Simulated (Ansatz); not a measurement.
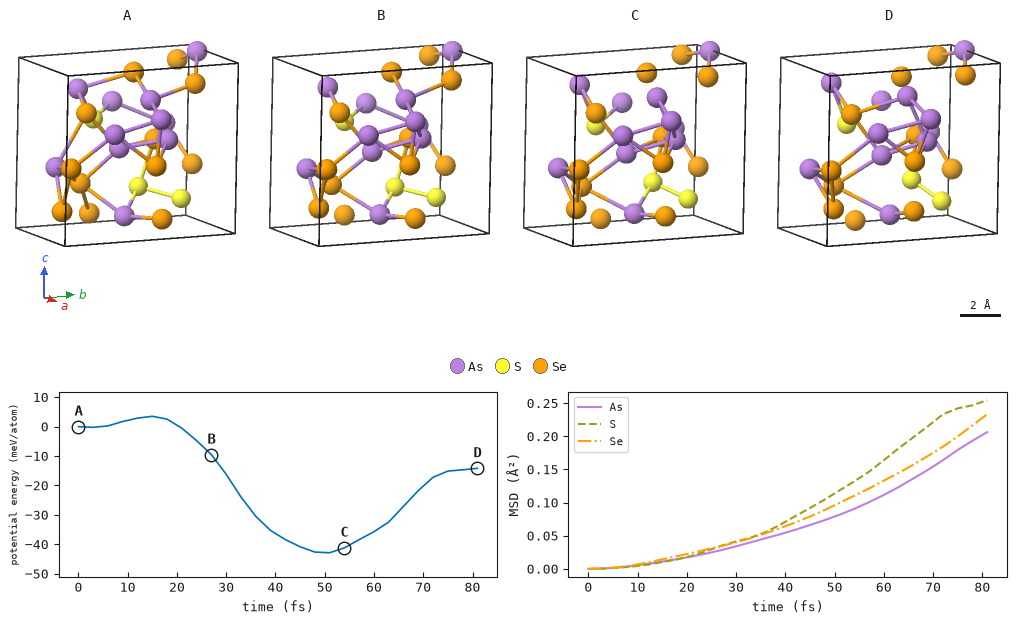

First-principles dynamics of an amorphous cell of composition As$_{10}$Se$_{12}$S$_{3}$ (25 atoms in the cell), 81 fs long. Frames (A at 0 fs, B at 27 fs, C at 54 fs, D at 81 fs) and the history of the run. The picture is a ball-and-stick view of the simulation cell, seen slightly off an axis. Bonds to atoms that aren't drawn are left out.

Method: DFT PBE+D3(BJ), scalar-relativistic, plane waves, PAW (Ansatz 0.2.0). Settings: plane-wave cutoff 420 eV; k-point mesh 1 × 1 × 1; Fermi-Dirac smearing 0.164 eV; set temperature 1900 K; time step 3 fs.

Input
```yaml
crystal:
  lattice:
    - [8.818651, 0.240582, 0.292281]
    - [0.240582, 8.958434, 0.220553]
    - [0.292281, 0.220553, 8.85651]
  atoms:
    - { symbol: As, position: [0.0027524053, 0.5525608038, 0.7026572465] }
    - { symbol: As, position: [0.2694805682, 0.9692444765, 0.992799168] }
    - { symbol: As, position: [0.7264136723, 0.6739649631, 0.5462164601] }
    - { symbol: As, position: [0.0295320259, 0.8586407187, 0.5570224885] }
    - { symbol: As, position: [0.5157346111, 0.4497348331, 0.4911695872] }
    - { symbol: As, position: [0.5401263189, 0.4806937512, 0.0927747396] }
    - { symbol: As, position: [0.6954538962, 0.5761446194, 0.7819451727] }
    - { symbol: As, position: [0.9581447803, 0.29333123, 0.6286206129] }
    - { symbol: As, position: [0.291898212, 0.2646829304, 0.8284405933] }
    - { symbol: As, position: [0.5307054008, 0.0738426741, 0.4079706426] }
    - { symbol: S, position: [0.4950170067, 0.8269236577, 0.1649509981] }
    - { symbol: S, position: [0.2066456708, 0.3846185397, 0.6332174048] }
    - { symbol: S, position: [0.3563716894, 0.6133665004, 0.2364531166] }
    - { symbol: Se, position: [0.8782904835, 0.0638137647, 0.4368414499] }
    - { symbol: Se, position: [0.0289185943, 0.9236420707, 0.923159833] }
    - { symbol: Se, position: [0.7861246351, 0.6313656452, 0.0897961963] }
    - { symbol: Se, position: [0.710700343, 0.063597381, 0.167732114] }
    - { symbol: Se, position: [0.5989807249, 0.8651706177, 0.8474973744] }
    - { symbol: Se, position: [0.3669046775, 0.5705186119, 0.9117218308] }
    - { symbol: Se, position: [0.4129119951, 0.6875930391, 0.5152253644] }
    - { symbol: Se, position: [0.9618204757, 0.5401474013, 0.4268658637] }
    - { symbol: Se, position: [0.1816099481, 0.9786276826, 0.3224205224] }
    - { symbol: Se, position: [0.1550445462, 0.385837117, 0.0747050314] }
    - { symbol: Se, position: [0.562954002, 0.2393207362, 0.7158923993] }
    - { symbol: Se, position: [0.3863370247, 0.2627493794, 0.2839468764] }
  symmetry: { detect: false }
basis:
  ecutwfc: 420
  xc_grid: 1
kpoints:
  mp_grid: { grid: [1, 1, 1], shift: [0.25, 0.25, 0.25] }
hamiltonian:
  xc: pbe
  dispersion: d3bj
scf:
  occupations: { method: fermi_dirac, width: 0.1637 }
  lower_state_search: "off"
  convergence: { dr2_threshold: 1.0e-05 }
output:
  forces: true
  stress: true
md:
  timestep: 3.0
  n_steps: 27
  ensemble: nvt_langevin
  friction: 0.03
  temperature: 1900.0
  initial_velocities: maxwell_boltzmann
  seed: 64754
```

Run as
```bash
ansatz run input.yaml --threads 2 --pin off --max-ram 5120MiB --backend cpu --events-out ev --progress --plain --runs-dir out
```

What do the frames and curves show?

Answer. Over the second half the temperature averages 2059 K (spread ±168 K). The potential energy in the second half lies on average 30.2 meV per atom below the first frame. The mean pressure there is 0.3 GPa. Root-mean-square distances from the starting positions over the second half, with the common drift of all atoms taken out: S 0.41 Å, Se 0.38 Å, As 0.35 Å. The run lasts only 81 fs, too short to tell vibration from diffusion.
